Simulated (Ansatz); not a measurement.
# VInSi: relaxing a made-up structure

Starting from a made-up structure for VInSi, the aim is the relaxed cell, its shortest contacts and, where a second run follows, its electronic structure.

Program: Ansatz 0.2.0. Level of theory: DFT, PBEsol, plane-wave PAW, files of the set soft_1, scalar-relativistic, ferromagnetic start, cell and ions relaxed at zero pressure; PAW set soft_1, in the first sound run; inputs show where later runs differ. Results are calculated unless marked as measured.

**1. Starting point**

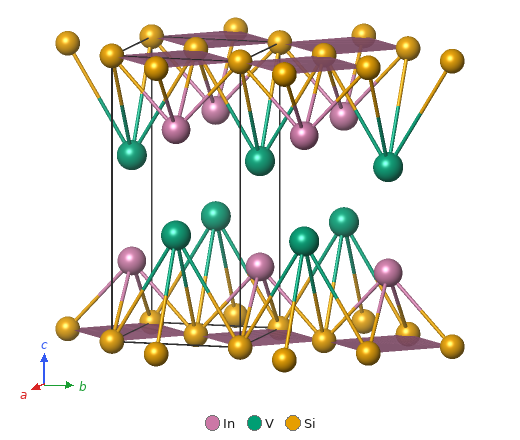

Start, viewed slightly off an axis; indium pink, vanadium teal, silicon orange. 1×2×1 cells are drawn. Some periodic images of atoms are drawn too.

**2. Relaxation of the guess**

The guessed cell has no reason to be at equilibrium. It is relaxed with the atoms, within the space group of the guess.

Input file input.yaml:

```yaml
crystal:
  lattice:
    - [3.574, 0.0, 0.0]
    - [0.0, 3.574, 0.0]
    - [0.0, 0.0, 7.693]
  atoms:
    - { symbol: In, position: [0.0, 0.5, 0.7519] }
    - { symbol: In, position: [0.5, 0.0, 0.2481] }
    - { symbol: V, position: [0.0, 0.5, 0.3813], spin: 2.0 }
    - { symbol: V, position: [0.5, 0.0, 0.6187], spin: 2.0 }
    - { symbol: Si, position: [0.5, 0.5, 0.0] }
    - { symbol: Si, position: [0.0, 0.0, 0.0] }
magnetization:
  spin_polarized: true
kpoints:
  mp_grid: { grid: [8, 8, 4] }
scf:
  occupations: { method: fermi_dirac, width: 0.05 }
hamiltonian:
  xc: pbesol
  pseudopotentials: { kind: paw, azcp: { folder: soft_1 }, xc_functional: pbe }
relax:
  f_tol: 0.015
  max_steps: 70
  cell: {}
output:
  forces: true
  stress: true
```

On the command line:

```sh
> ansatz run input.yaml --threads 4 --pin off --max-ram 10240MiB --backend cpu --events-out ev --progress --plain --runs-dir out
```

Numbers of over 12 decimals in the logs are rounded to 6 here.

The program printed:

```text
Engine: ansatz 0.2.0, aarch64-unknown-linux-gnu
Pseudopotentials: kind: paw
Pseudopotential: In, paw, valence charge 13, recommended cutoff 420 eV (normal), soft_1/In.paw.azcp
Pseudopotential: V, paw, valence charge 13, recommended cutoff 420 eV (normal), soft_1/V.paw.azcp
Pseudopotential: Si, paw, valence charge 4, recommended cutoff 420 eV (normal), soft_1/Si.paw.azcp
Functional definition: PBEsol
  exchange = pbesol_x
  correlation = pbesol_c
Crystal: 6 atoms, lattice volume = 98.266 Å³
Basis set: ecut = 420 eV, 1917 PW (Γ), exchange–correlation on 48×48×108 points (8 copies of the dense FFT grid, shifted against one another)
Bands: 39, of which v1, the nominal top of the filled ones, is band 30 counted from 1 (29 counted from 0)
Symmetry: 16 space group operations
Space group: P4/nmm (ITA 129), of the structure as read, at distance tolerance 4.6e-5 Å
Magnetic group: BNS 129.411 (UNI 1071), of the structure as read, at distance tolerance 4.6e-5 Å
k-points: 45 of 256
Non-local potential: In, projectors of the file, l = 0: 2, l = 1: 2, l = 2: 2, l = 3: 1
Non-local potential: V, projectors of the file, l = 0: 3, l = 1: 2, l = 2: 3, l = 3: 1
Non-local potential: Si, projectors of the file, l = 0: 2, l = 1: 2, l = 2: 1
PAW form: soft (Blöchl's): semilocal exchange-correlation on the pseudo side does not see the compensation charge
PAW frozen core: In, regenerated for the run's functional, and the local potential with it (the file was generated under x = pbe(κ = 0.804, μ = 0.219515), c = pbe(β = 0.066725))
PAW frozen core: V, regenerated for the run's functional, and the local potential with it (the file was generated under x = pbe(κ = 0.804, μ = 0.219515), c = pbe(β = 0.066725))
PAW frozen core: Si, regenerated for the run's functional, and the local potential with it (the file was generated under x = pbe(κ = 0.804, μ = 0.219515), c = pbe(β = 0.066725))
PAW one-centre angular grid: In, 590 points (default); XC on 64 Gauss nodes
PAW one-centre angular grid: V, 590 points (default); XC on 64 Gauss nodes
PAW one-centre angular grid: Si, 110 points (default); XC on 64 Gauss nodes
Initial density: superposition of atomic densities (chi_scale 0.1, normalization cell)
Starting moments: Σ|m| = 4 μB on 2 of 6 sites
Initial wavefunctions: pseudopotential atomic-orbital guess
Functional: x = pbesol(κ = 0.804, μ = 0.123457), c = pbesol(β = 0.046)
iter 1 solved again at ethr=2.55e-3 eV; its pass at ethr=3.10e-3 eV (dr2=1.53e0 eV) is discarded
SCF iter   1: F=—  HF=-18059.641671 eV  |F-HF|=—  |Δ(HF+E_count)|=         —  Δρ=2.51e-2 (↑2.51e-2 ↓1.80e-2)  dr2=1.53e0  dr2_m=1.58e-1  M=3.614 μB ∫|m|=3.691 μB  β_m=0.30  ethr=2.55e-3  ⟨swp⟩=1.0  Hψ=18841  notcnv=0
Mixer restart at iter 1: flushing history
preconditioner: auto → Kerker (q_TF=auto, 2.513 Å⁻¹)  [metal: Δε(μ)=0.010 eV  Ē_g=10.260 eV  σ=0.050 eV  W_gap=0.05  n_scr=30 (ndim 8)  ℏωp=24.8 eV  f_vac=0.000  D(μ)=3.84/eV (n_scr^D=38)]
spin=Collinear: Kerker preconditioning applied to the charge; magnetization (m = ρ↑ − ρ↓) channel mixes plain (no charge-response kernel on spin).
SCF iter   2: F=—  HF=-18059.328505 eV  |F-HF|=—  |Δ(HF+E_count)|=   3.13e-1  Δρ=1.51e-2 (↑1.44e-2 ↓1.51e-2)  dr2=1.01e0  dr2_m=6.81e-2  M=3.617 μB ∫|m|=3.707 μB  β_m=0.52  ethr=2.54e-3  ⟨swp⟩=2.5  Hψ=5138  notcnv=0  defer=2
SCF iter   3: F=—  HF=-18059.684419 eV  |F-HF|=—  |Δ(HF+E_count)|=   3.56e-1  Δρ=1.05e-2 (↑7.31e-3 ↓1.05e-2)  dr2=9.52e-1  dr2_m=1.87e-2  M=3.600 μB ∫|m|=3.700 μB  β_m=0.76  ethr=1.68e-3  ⟨swp⟩=2.7  Hψ=6134  notcnv=0  defer=4
SCF iter   4: F=—  HF=-18059.769936 eV  |F-HF|=—  |Δ(HF+E_count)|=   8.55e-2  Δρ=5.12e-3 (↑4.04e-3 ↓5.12e-3)  dr2=2.06e-1  dr2_m=2.06e-3  M=3.562 μB ∫|m|=3.659 μB  β_m=0.73  ethr=1.59e-3  ⟨swp⟩=2.1  Hψ=4908  notcnv=0  defer=61
SCF iter   5: F=—  HF=-18059.765825 eV  |F-HF|=—  |Δ(HF+E_count)|=         —  Δρ=6.69e-3 (↑6.69e-3 ↓1.70e-3)  dr2=4.48e-2  dr2_m=1.40e-2  M=3.359 μB ∫|m|=3.446 μB  β_m=0.73  ethr=3.43e-4  ⟨swp⟩=3.0  Hψ=5474  notcnv=0  defer=87
Mixer restart at iter 5: flushing history
SCF iter   6: F=—  HF=-18059.766519 eV  |F-HF|=—  |Δ(HF+E_count)|=   6.94e-4  Δρ=1.31e-3 (↑1.31e-3 ↓1.17e-3)  dr2=3.21e-3  dr2_m=5.02e-5  M=3.387 μB ∫|m|=3.474 μB  β_m=0.69  ethr=7.47e-5  ⟨swp⟩=2.2  Hψ=7311  notcnv=0  defer=86
SCF iter   7: F=—  HF=-18059.765710 eV  |F-HF|=—  |Δ(HF+E_count)|=   8.09e-4  Δρ=1.06e-3 (↑1.06e-3 ↓5.65e-4)  dr2=8.10e-4  dr2_m=5.28e-4  M=3.352 μB ∫|m|=3.438 μB  β_m=0.76  ethr=5.35e-6  ⟨swp⟩=2.0  Hψ=6793  notcnv=0  defer=86
SCF iter   8: F=—  HF=-18059.765565 eV  |F-HF|=—  |Δ(HF+E_count)|=   1.45e-4  Δρ=3.12e-4 (↑2.37e-4 ↓3.12e-4)  dr2=1.66e-4  dr2_m=5.40e-5  M=3.354 μB ∫|m|=3.440 μB  β_m=0.88  ethr=1.35e-6  ⟨swp⟩=2.0  Hψ=4002  notcnv=0  defer=86
SCF iter   9: F=—  HF=-18059.765550 eV  |F-HF|=—  |Δ(HF+E_count)|=   1.48e-5  Δρ=1.13e-4 (↑7.08e-5 ↓1.13e-4)  dr2=9.10e-5  dr2_m=3.90e-6  M=3.353 μB ∫|m|=3.438 μB  β_m=0.94  ethr=2.76e-7  ⟨swp⟩=1.9  Hψ=3835  notcnv=0  defer=86
SCF iter  10: F=—  HF=-18059.765542 eV  |F-HF|=—  |Δ(HF+E_count)|=   8.35e-6  Δρ=6.80e-5 (↑3.96e-5 ↓6.80e-5)  dr2=3.36e-5  dr2_m=4.59e-7  M=3.353 μB ∫|m|=3.438 μB  β_m=0.81  ethr=1.52e-7  ⟨swp⟩=1.4  Hψ=3564  notcnv=0  defer=86
SCF iter  11: F=—  HF=-18059.765538 eV  |F-HF|=—  |Δ(HF+E_count)|=   4.14e-6  Δρ=1.62e-5 (↑1.13e-5 ↓1.62e-5)  dr2=1.85e-6  dr2_m=2.11e-8  M=3.352 μB ∫|m|=3.437 μB  β_m=0.82  ethr=5.60e-8  ⟨swp⟩=1.5  Hψ=3681  notcnv=0  defer=86
SCF iter  12: F=—  HF=-18059.765538 eV  |F-HF|=—  |Δ(HF+E_count)|=   2.67e-7  Δρ=2.72e-6 (↑2.72e-6 ↓2.01e-6)  dr2=2.01e-8  dr2_m=1.64e-9  M=3.352 μB ∫|m|=3.437 μB  β_m=0.91  ethr=3.09e-9  ⟨swp⟩=1.9  Hψ=4033  notcnv=0  defer=86
SCF iter  13: F=-18059.765538 eV  HF=-18059.765538 eV  |F-HF|=2.55e-9  |Δ(HF+E_count)|=   4.72e-9  Δρ=6.16e-7 (↑6.16e-7 ↓4.67e-7)  dr2=3.05e-9  dr2_m=3.62e-11  M=3.352 μB ∫|m|=3.437 μB  ethr=3.35e-11  ⟨swp⟩=1.9  Hψ=10233  notcnv=0
SCF 1 converged in 13 iterations: F = -18059.765538 eV  dr2 = 3.05e-9
  greatest PAW one-centre occupation: 1.000 electrons in one spin orbital (limit 2), on the V atom at site 3 (counted from 0), in its partial waves of l = 0
relax step   1: F+E_penalty+E_count = -18059.76553759 eV  Δ(F+E_penalty+E_count) = +0.000e0 eV  max|allowed force component| = 2.600e0 eV/Å  Δτ_max = 0.0000 Å  P = +10.925 GPa  Ω = 98.266 Å³  (13 SCF iters, dr2 threshold 1.00e-7 eV, accepted)
Crystal: 6 atoms, lattice volume = 103.015 Å³
Basis set: ecut = 420 eV, 1995 PW (Γ), exchange–correlation on 48×48×108 points (8 copies of the dense FFT grid, shifted against one another)
[...]
relax step  11: F+E_penalty+E_count = -18062.65875932 eV  Δ(F+E_penalty+E_count) = -3.086e-2 eV  max|allowed force component| = 4.392e-2 eV/Å  Δτ_max = 0.0125 Å  P = +0.284 GPa  Ω = 106.474 Å³  energy of the carried Pulay correction = -4.105e-4 eV  (10 SCF iters, dr2 threshold 6.00e-7 eV, accepted)
relax step  12: F+E_penalty+E_count = -18062.66255228 eV  Δ(F+E_penalty+E_count) = -3.793e-3 eV  max|allowed force component| = 9.265e-3 eV/Å  Δτ_max = 0.0074 Å  P = -0.106 GPa  Ω = 107.300 Å³  energy of the carried Pulay correction = -6.544e-4 eV  (10 SCF iters, dr2 threshold 6.00e-7 eV, accepted)
relax step  13: F+E_penalty+E_count = -18062.66309089 eV  Δ(F+E_penalty+E_count) = -5.386e-4 eV  max|allowed force component| = 2.783e-3 eV/Å  Δτ_max = 0.0018 Å  P = -0.014 GPa  Ω = 107.091 Å³  energy of the carried Pulay correction = -5.915e-4 eV  (9 SCF iters, dr2 threshold 3.31e-7 eV, accepted)
iter 1 solved again at ethr=1.12e-7 eV; its pass at ethr=3.10e-3 eV (dr2=6.73e-5 eV) is discarded
SCF iter   1: F=—  HF=-18062.663599 eV  |F-HF|=—  |Δ(HF+E_count)|=         —  Δρ=2.26e-4 (↑2.26e-4 ↓2.26e-4)  dr2=5.89e-6  dr2_m=2.39e-10  M=0.000 μB ∫|m|=0.000 μB  β_m=0.65  ethr=1.12e-7  ⟨swp⟩=3.1  Hψ=24146  notcnv=0
preconditioner: auto → Kerker (q_TF=auto, 2.289 Å⁻¹)  [metal: Δε(μ)=0.016 eV  Ē_g=10.337 eV  σ=0.050 eV  W_gap=0.08  n_scr=18 (ndim 8)  ℏωp=23.8 eV  f_vac=0.000  D(μ)=6.54/eV (n_scr^D=74)]
spin=Collinear: Kerker preconditioning applied to the charge; magnetization (m = ρ↑ − ρ↓) channel mixes plain (no charge-response kernel on spin).
SCF iter   2: F=—  HF=-18062.663736 eV  |F-HF|=—  |Δ(HF+E_count)|=   1.37e-4  Δρ=8.08e-5 (↑8.08e-5 ↓8.08e-5)  dr2=8.46e-7  dr2_m=8.77e-11  M=0.000 μB ∫|m|=0.000 μB  β_m=0.65  ethr=9.82e-9  ⟨swp⟩=1.8  Hψ=3992  notcnv=0
SCF iter   3: F=—  HF=-18062.663755 eV  |F-HF|=—  |Δ(HF+E_count)|=   1.92e-5  Δρ=2.17e-6 (↑2.17e-6 ↓1.94e-6)  dr2=5.92e-8  dr2_m=4.48e-11  M=0.000 μB ∫|m|=0.000 μB  β_m=0.69  ethr=1.41e-9  ⟨swp⟩=1.3  Hψ=3540  notcnv=0
SCF iter   4: F=—  HF=-18062.663755 eV  |F-HF|=—  |Δ(HF+E_count)|=   5.29e-8  Δρ=2.08e-6 (↑2.08e-6 ↓1.88e-6)  dr2=7.96e-8  dr2_m=2.78e-11  M=0.000 μB ∫|m|=0.000 μB  β_m=0.69  ethr=9.87e-11  ⟨swp⟩=1.7  Hψ=3663  notcnv=0
SCF iter   5: F=—  HF=-18062.663755 eV  |F-HF|=—  |Δ(HF+E_count)|=   3.87e-8  Δρ=1.82e-6 (↑1.82e-6 ↓1.74e-6)  dr2=6.84e-8  dr2_m=1.44e-11  M=0.000 μB ∫|m|=0.000 μB  β_m=0.84  ethr=9.87e-11  ⟨swp⟩=2.0  Hψ=3995  notcnv=0
SCF iter   6: F=—  HF=-18062.663755 eV  |F-HF|=—  |Δ(HF+E_count)|=   8.25e-9  Δρ=8.65e-7 (↑8.65e-7 ↓7.23e-7)  dr2=8.62e-9  dr2_m=7.32e-12  M=0.000 μB ∫|m|=0.000 μB  β_m=0.79  ethr=9.87e-11  ⟨swp⟩=1.8  Hψ=3713  notcnv=0
SCF iter   7: F=—  HF=-18062.663755 eV  |F-HF|=—  |Δ(HF+E_count)|=   4.06e-9  Δρ=2.11e-7 (↑1.67e-7 ↓2.11e-7)  dr2=2.58e-10  dr2_m=8.72e-13  M=0.000 μB ∫|m|=0.000 μB  β_m=0.80  ethr=1.44e-11  ⟨swp⟩=2.0  Hψ=5415  notcnv=0
SCF iter   8: F=—  HF=-18062.663758 eV  |F-HF|=—  |Δ(HF+E_count)|=   2.71e-6  Δρ=2.69e-7 (↑2.63e-7 ↓2.69e-7)  dr2=2.35e-10  dr2_m=7.69e-13  M=0.000 μB ∫|m|=0.000 μB  β_m=0.90  ethr=1.00e-12  ⟨swp⟩=3.0  Hψ=7020  notcnv=0
SCF iter   9: F=—  HF=-18062.663758 eV  |F-HF|=—  |Δ(HF+E_count)|=  6.18e-11  Δρ=1.95e-7 (↑1.95e-7 ↓1.93e-7)  dr2=1.16e-10  dr2_m=5.19e-13  M=0.000 μB ∫|m|=0.000 μB  β_m=0.95  ethr=1.00e-12  ⟨swp⟩=1.1  Hψ=3518  notcnv=0
SCF iter  10: F=—  HF=-18062.663758 eV  |F-HF|=—  |Δ(HF+E_count)|=  6.91e-11  Δρ=6.85e-8 (↑6.37e-8 ↓6.85e-8)  dr2=3.26e-11  dr2_m=2.87e-14  M=0.000 μB ∫|m|=0.000 μB  β_m=0.94  ethr=1.00e-12  ⟨swp⟩=1.6  Hψ=3634  notcnv=0
SCF iter  11: F=-18062.663758 eV  HF=-18062.663758 eV  |F-HF|=1.09e-11  |Δ(HF+E_count)|=  1.09e-11  Δρ=2.28e-8 (↑2.28e-8 ↓2.13e-8)  dr2=6.37e-12  dr2_m=1.52e-15  M=0.000 μB ∫|m|=0.000 μB  ethr=1.00e-12  ⟨swp⟩=2.0  Hψ=8448  notcnv=0
the starting moments were not kept: the SCF closed with an absolute magnetisation of 2.5e-7 μB, where they sum to 4 μB in size (2 sites). That is at most 0.1 of that sum. Measured as dr2_m measures the in/out step, that magnetisation stands 1.1e-14 eV from none, at or under the dr2_threshold of 6.0e-11 eV: it is no larger than a step whose dr2_m would equal this threshold.
SCF 14 converged in 11 iterations: F = -18062.663758 eV  dr2 = 6.37e-12
relax step  14: F+E_penalty+E_count = -18062.66375784 eV  Δ(F+E_penalty+E_count) = -6.669e-4 eV  max|allowed force component| = 3.075e-3 eV/Å  Δτ_max = 0.0000 Å  P = -0.017 GPa  Ω = 107.091 Å³  stress off target by 3.60e-2 GPa  SCF on the basis re-selected at this cell (its energy is not comparable with the rows above)  (11 SCF iters)
basis re-selected at this cell: Δ(F+E_penalty+E_count) = -6.669e-4 eV, ΔP = -0.003 GPa vs the last step (what re-selecting the basis moved, of the pressure what is left beyond the Pulay correction that the steps carried, after the strain that the cell walked since its last selection, with what the two solves' SCF thresholds leave and, on support functions, any second-order correction that the steps lacked; it is no m [...]
SCF converged after 11 iterations
Magnetization: 0.0000 μB (30.0000 up, 30.0000 down)
Absolute magnetization: 0.0000 μB (∫|ρ↑−ρ↓|, with the PAW one-centre terms)
Spin contamination: 0.0000 ħ² per cell (⟨S²⟩ above its minimum at these occupations)
Per-site moments (μB) at R_I (Å): [(4.077821516021874e-9, 1.171308), (4.0778214398055105e-9, 1.171308), (7.998430758689887e-8, 1.046006), (7.99843076496635e-8, 1.046006), (5.688391902396054e-9, 0.955537), (5.6883919185644155e-9, 0.955537)]
Free energy (F): -18062.663758 eV
Harris-Foulkes:  -18062.663758 eV  (|F-HF|=1.09e-11)
Internal energy: -18062.611881 eV  (E = F + TS)
E sigma→0 (E₀):  -18062.637819 eV
Entropy (-TS):   -0.051877 eV (-8.646 meV/atom)
Fermi energy:    11.784657 eV
--- Per-component energies (eV) ---
  E_band       = -365.253780
  E_kinetic    = 1113.353749
  E_local      = -7161.497075  (includes V_loc(G=0)·N_el)
  E_nonlocal   = 870.872746
  E_hartree    = 3180.396438
  E_xc         = -626.084700
  E_vxc        = -568.069444  (∫ρ·V_xc dr)
  E_paw        = -11468.834301  (= ΣΔE_a)
  E_vpaw       = -980.709240  (= ΣTr[D̂ρ^β])
  E_aug_tail   = 0.002389  (compensation charges beyond the density's cutoff)
  E_ewald      = -3971.655414
  E_core_change = 0.834287  (= ΣΔE_core)
  E_smearing   = -0.051877  (= −TS)
  E_closure    = 0.000000  (closes the sum)
  Σ components = -18062.663758   (vs F -18062.663758, Δ=0.00e0)
--- Forces (eV/Å), atoms counted from 1 ---
  atom   1  In     0.00000000     0.00000000    -0.00051646
  atom   2  In     0.00000000     0.00000000     0.00051646
  atom   3  V      0.00000000     0.00000000     0.00307455
  atom   4  V      0.00000000     0.00000000    -0.00307455
  atom   5  Si     0.00000000     0.00000000    -0.00000000
  atom   6  Si     0.00000000     0.00000000    -0.00000000
  max |Σ_I F_I| component: 2.78e-17 eV/Å
--- Stress (GPa, compression-positive) ---
       -0.008138       0.000000       0.000000
        0.000000      -0.008138       0.000000
        0.000000       0.000000      -0.035965
  P = ⅓ Tr σ = -0.0174 GPa (-0.174 kbar)
--- Relaxed structure (12 steps of the walk, 12 accepted, 2 SCFs on fresh bases) ---
  F+E_penalty+E_count = -18062.66375784 eV   max|allowed force component| = 3.075e-3 eV/Å   (the final SCF, on the basis selected at the relaxed cell)
  cell:  # Å, volume = 107.0905 Å³
    - [3.275961, 0, 0.0]
    - [0, 3.275961, 0.0]
    - [0.0, 0.0, 9.978693]
  atoms:
    - { symbol: In, position: [0, 0.5, 0.732870] }
    - { symbol: In, position: [0.5, 0, 0.267130] }
    - { symbol: V, position: [0, 0.5, 0.448310] }
    - { symbol: V, position: [0.5, 0, 0.551690] }
    - { symbol: Si, position: [0.5, 0.5, 6.388989794099771e-19] }
    - { symbol: Si, position: [0, 0, 6.388989794099771e-19] }
```

Wall time 94 s (4 threads of Arm Neoverse V1, shared host); peak memory 0.66 GiB.

Step by step:

| step | energy less that of the first step (eV) | largest force component (eV/Å) | pressure (GPa) | volume (Å³) |
| --- | --- | --- | --- | --- |
| 1 | 0.0000 | 2.5995 | 10.93 | 98.27 |
| 2 | -1.1961 | 0.6497 | 2.20 | 103.02 |
| 3 | -1.7075 | 0.4223 | 0.52 | 105.04 |
| 4 | -2.1227 | 0.3620 | -1.47 | 105.63 |
| 5 | -2.5385 | 0.2886 | 2.48 | 102.56 |
| 6 | -2.7173 | 0.3463 | 1.99 | 103.42 |
| 7 | -2.7673 | 0.1049 | 0.17 | 104.77 |
| 8 | -2.7686 | 0.0641 | -0.19 | 105.12 |
| 9 | -2.7691 | 0.0058 | 0.03 | 104.97 |
| 10* | -2.8624 | 0.0217 | 1.24 | 104.97 |
| 11 | -2.8932 | 0.0439 | 0.28 | 106.47 |
| 12 | -2.8970 | 0.0093 | -0.11 | 107.30 |
| 13 | -2.8976 | 0.0028 | -0.01 | 107.09 |
| 14* | -2.8982 | 0.0031 | -0.02 | 107.09 |

Relaxation steps marked * repeat the geometry before them on a plane-wave basis chosen anew for their cell, so energy and pressure can jump there.

Forces are held to the 16 operations that the run works with; a distortion that breaks them can't arise in this run.

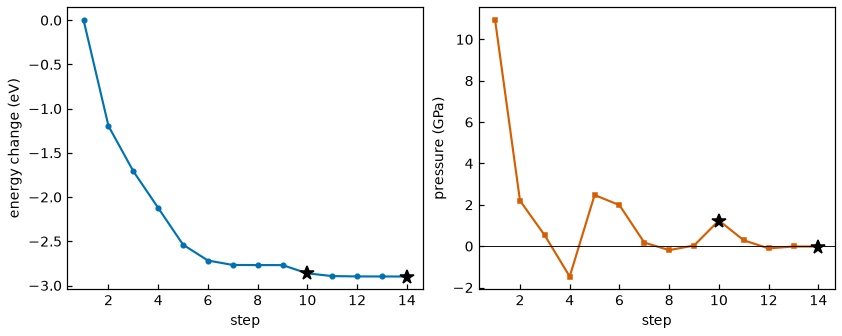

Energy and pressure along the relaxation. Stars mark steps on a basis chosen anew.

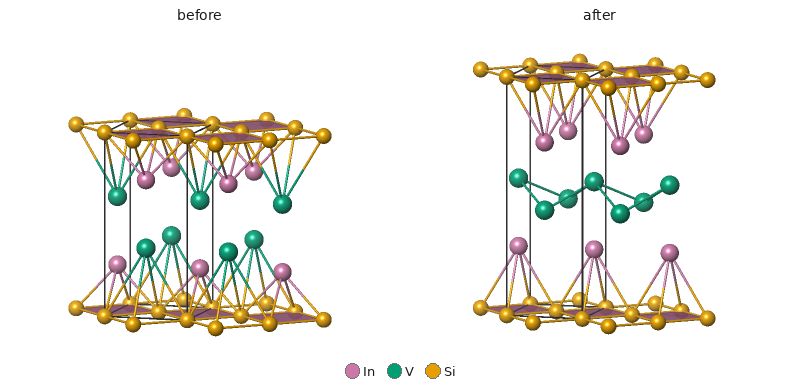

Before and after, at one scale.

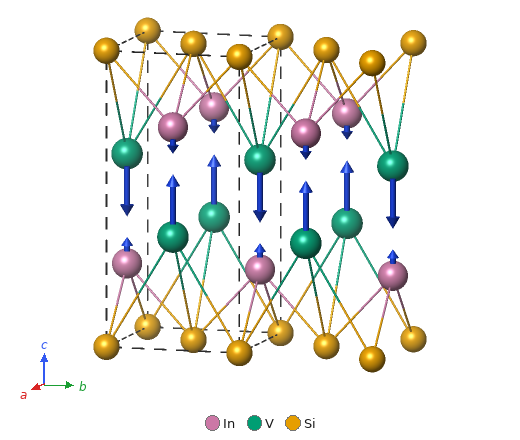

Displacements in the relaxation, exaggerated, measured against the changing cell; the longest in the cell stands for 0.67 Å. 1×2×1 cells are drawn. Some periodic images of atoms are drawn too.

| cell as run | before | after | change |
| --- | --- | --- | --- |
| a (Å) | 3.574 | 3.276 | -8.3 % |
| b (Å) | 3.574 | 3.276 | -8.3 % |
| c (Å) | 7.693 | 9.979 | +29.7 % |
| volume (Å³/atom) | 16.38 | 17.85 | +9.0 % |

The atoms that moved most (Å, as changes of fractional coordinates times the final cell):

| atom | dx | dy | dz | length |
| --- | --- | --- | --- | --- |
| V4 | 0.000 | 0.000 | -0.669 | 0.669 |
| V3 | 0.000 | 0.000 | 0.669 | 0.669 |
| In2 | 0.000 | 0.000 | 0.190 | 0.190 |
| In1 | 0.000 | 0.000 | -0.190 | 0.190 |

The relaxed structure:

```cif
data_structure
_symmetry_space_group_name_H-M 'P 1'
_symmetry_Int_Tables_number 1
_cell_length_a 3.2760
_cell_length_b 3.2760
_cell_length_c 9.9787
_cell_angle_alpha 90.000
_cell_angle_beta 90.000
_cell_angle_gamma 90.000
_cell_volume 107.09
loop_
_atom_site_label
_atom_site_type_symbol
_atom_site_fract_x
_atom_site_fract_y
_atom_site_fract_z
_atom_site_occupancy
In1 In 0.00000 0.50000 0.73287 1
In2 In 0.50000 0.00000 0.26713 1
V3 V 0.00000 0.50000 0.44831 1
V4 V 0.50000 0.00000 0.55169 1
Si5 Si 0.50000 0.50000 0.00000 1
Si6 Si 0.00000 0.00000 0.00000 1
```

This step gave:

- free energy: -18062.6638 eV
- energy at zero smearing: -18062.6378 eV
- smearing term TS: 0.05188 eV
- Fermi energy: 11.78 eV
- electrons: 60
- symmetry operations: 16
- pressure: -0.01741 GPa

Shortest distances by pair of elements, guess and relaxed (not always the same contact):

| pair | guess (Å) | relaxed (Å) |
| --- | --- | --- |
| Si–Si | 2.527 | 2.316 |
| V–V | 3.118 | 2.536 |
| In–V | 2.727 | 2.840 |
| In–Si | 2.615 | 3.129 |
| In–In | 3.574 | 3.276 |

The relaxation ends with a largest force component of 0.0031 eV/Å and a pressure of -0.02 GPa. No moment survives the cycle: this start ends non-magnetic.

(Continued in part 2 of 2.)

[Logs are printed without paths, hosts, clocks, repeated set-up lines and the standing remarks that a program may print on its own settings, such as how far it seeks lower states.]

[Hosts, paths, dates, database ids (printed as entryN), source tags and the programs' standing remarks are cut or masked in the printed files.]
